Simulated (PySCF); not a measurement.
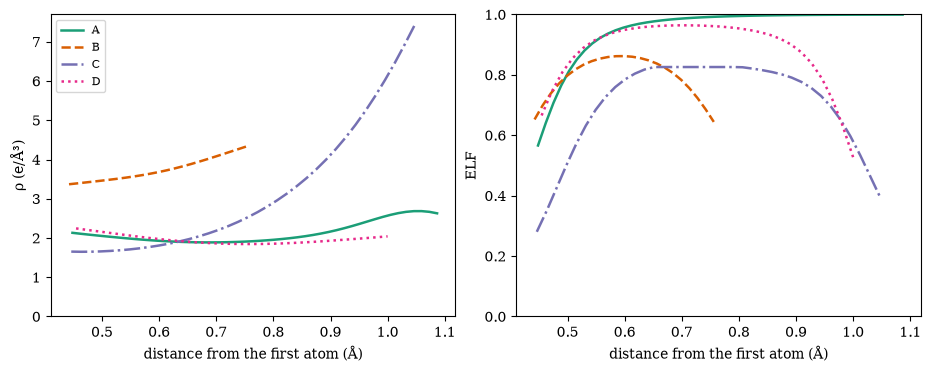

The picture shows: C$_{6}$H$_{7}$F$_{2}$N. Electron density and ELF along straight lines between neighbouring atoms. The curves leave out the atomic cores.

Geometry: GFN2-xTB.

Method: PBE0/pcSseg-1, SCF density, gas phase, non-relativistic in PySCF.

Input

```
{"job": {"kind": "nmr", "xc": "PBE0", "basis": "pcSseg-1"}, "charge": 0, "multiplicity": 1}
N      3.282978     1.210034    -0.591306
C      2.424178     0.458759    -0.596399
C      1.323802    -0.491726    -0.566212
F      1.812296    -1.760472    -0.324300
C      0.323840    -0.118983     0.529312
C     -0.945324    -0.995527     0.534220
C     -1.762514     0.184726    -0.018264
C     -0.548859     1.101316     0.174892
F     -0.162925     1.776706    -0.955986
H      0.841937    -0.521527    -1.554024
H      0.850571    -0.049987     1.482822
H     -1.243086    -1.301846     1.533341
H     -0.894896    -1.875050    -0.103465
H     -2.025834     0.081719    -1.068550
H     -2.648995     0.461851     0.545502
H     -0.634768     1.848951     0.967008
```

Run with:

```sh
OMP_NUM_THREADS=1 python probes_run.py task.json out
```

Which curve belongs to which contact (C–C, C–F, C–H and C–N)? The first atom named is at distance zero.

Curve A: C–H (1.09 Å): ρ at the midpoint is about 2 e/Å³; the ELF climbs to about 1 towards the hydrogen, as it does in any bond to H (an ordinary covalent bond to hydrogen). Curve B: C–N (1.14 Å): ρ at the midpoint is about 3.6 e/Å³; the ELF peaks at about 0.85 between the atoms (a multiple bond). Curve C: C–F (1.37 Å): the density is about 2.1 e/Å³ at the midpoint, with its minimum of 1.6 e/Å³ about 0.5 Å from C; the ELF peaks at about 0.85 between the atoms; a polar covalent bond. Curve D: C–C (1.45 Å): the density is about 1.9 e/Å³ at the midpoint; the ELF peaks at about 0.95 between the atoms (localised, covalent bonding).
